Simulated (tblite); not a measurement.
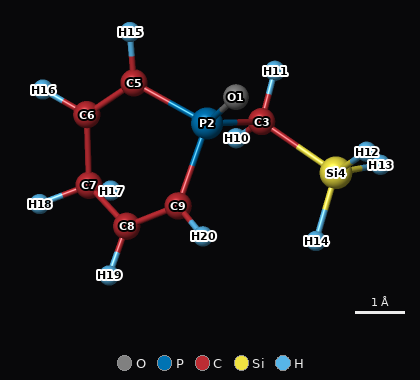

Fig. 1: The input geometry (ball-and-stick view, seen at a tilt; atoms are numbered from 1 in the order of the input).

# Frequency calculation of C$_{6}$H$_{11}$OPSi

- system: C$_{6}$H$_{11}$OPSi
- method: GFN2-xTB harmonic vibrations, gas phase (tblite 0.8.0)

**What the program printed**
```
mode    cm-1     km/mol
  1      41.6      0.69
  2      65.2      0.15
  3     108.8      1.75
  4     118.7      0.49
  5     171.2      5.07
  6     181.0      4.63
  7     275.8      6.73
  8     318.4     12.56
  9     357.4      1.98
 10     379.6      9.58
 11     431.9     12.25
 12     486.2      0.63
 13     501.8     21.76
 14     533.8     21.62
 15     639.6     15.36
 16     687.8     47.13
 17     700.2      3.11
 18     716.1     45.17
 19     734.0     51.47
 20     769.4    196.48
 21     771.7    158.08
 22     781.1    322.47
 23     797.5    136.24
 24     807.8    140.23
 25     827.5     92.13
 26     904.9      2.56
 27     909.6      0.41
 28     912.5      0.62
 29     955.9      7.40
 30     989.3      4.43
 31    1030.1     12.66
 32    1101.6     74.73
 33    1130.7      3.45
 34    1146.4     10.37
 35    1166.5      0.04
 36    1265.0    241.85
 37    1295.5      0.36
 38    1323.8     25.99
 39    1331.4      4.10
 40    1407.1      1.77
 41    1442.4     13.65
 42    1664.2      7.34
 43    1692.6     53.61
 44    2231.8    260.21
 45    2246.2    333.94
 46    2331.1    208.77
 47    2902.0     12.59
 48    2963.5     15.49
 49    2975.9     24.53
 50    2994.0     18.31
 51    3031.4     20.14
 52    3033.4     39.09
 53    3048.6     28.14
 54    3049.0     38.19
```

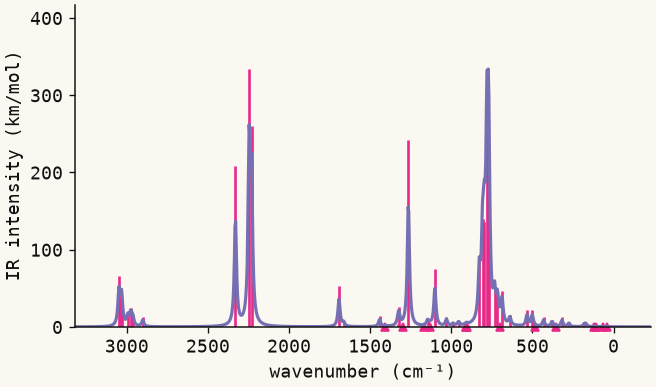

Fig. 2: Harmonic infrared spectrum, unscaled: sticks (degenerate modes added up, dark ones marked on the axis) with a Lorentzian envelope of 16 cm⁻¹ full width, scaled to the tallest stick. 54 modes from 42 to 3049 cm⁻¹, none imaginary. The strongest line is at 2246 cm⁻¹ (334 km/mol).

This output came from the following input.

**Input file**
```
{"job": {"kind": "ir", "xc": "GFN2-xTB", "basis": "xTB"}, "charge": 0, "multiplicity": 1}
O      1.136522     0.209202     2.373018
P      0.422747     0.257023     1.091608
C      1.498087     0.651601    -0.331190
Si     2.828741    -0.696159    -0.486463
C     -0.927102     1.459006     1.022357
C     -2.014978     1.239267     0.299052
C     -2.236032     0.023405    -0.547763
C     -1.596064    -1.225629    -0.025054
C     -0.461762    -1.256160     0.658232
H      0.897693     0.748171    -1.233210
H      1.949287     1.619599    -0.108526
H      3.559477    -0.854721     0.763830
H      3.730430    -0.269187    -1.561448
H      2.177099    -1.951894    -0.877534
H     -0.818210     2.334539     1.648789
H     -2.820668     1.963497     0.287168
H     -1.841121     0.223195    -1.551752
H     -3.309522    -0.143963    -0.666314
H     -2.127423    -2.143917    -0.245405
H     -0.052350    -2.176196     1.053631
```

The first line tells a small driver script what to run in tblite; the rest is the geometry in Å.

Launched with:
```bash
OMP_NUM_THREADS=1 python <driver script> task.json out
```

**Summary**

- outcome: converged
- total energy: −728.5778 eV
- zero-point energy: 92.4660 kcal/mol
- hardware: 1 CPU thread, shared host
- wall time: 0.97 s
- peak memory: 0.18 GiB
